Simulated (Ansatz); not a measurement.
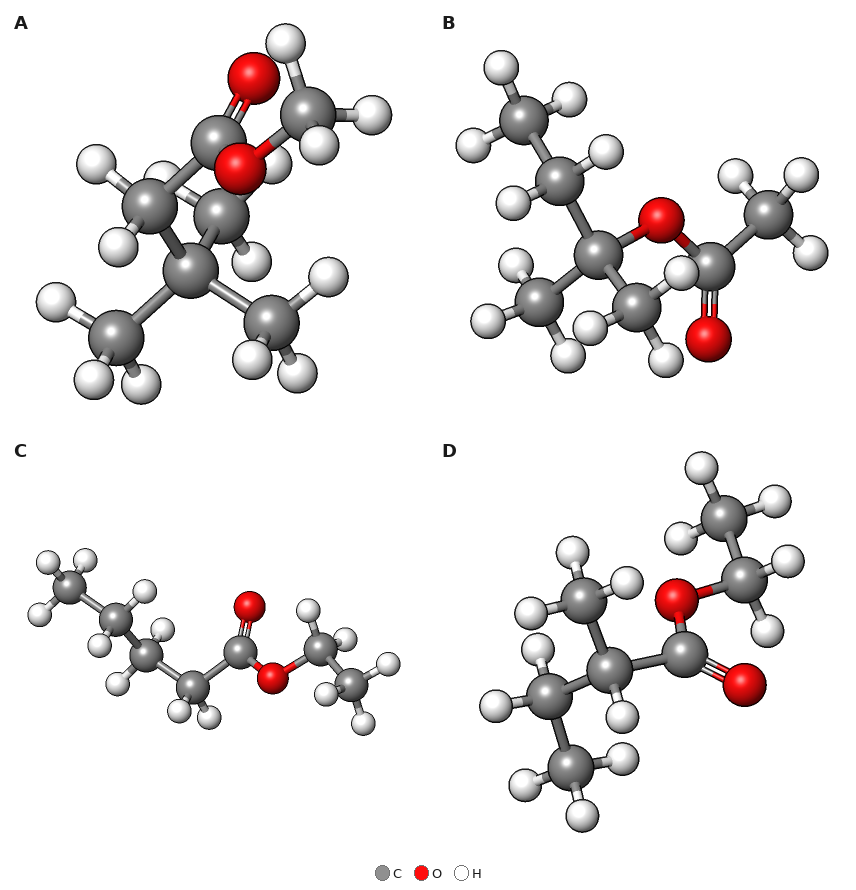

Simulated data, not a measurement (program: Ansatz).

> Which panel belongs to which SMILES?
(1) CCOC(=O)[C@@H](C)CC
(2) CCC(C)(C)OC(C)=O
(3) COC(=O)CC(C)(C)C
(4) CCCCC(=O)OCC

A is (3), B is (2), C is (4), D is (1).
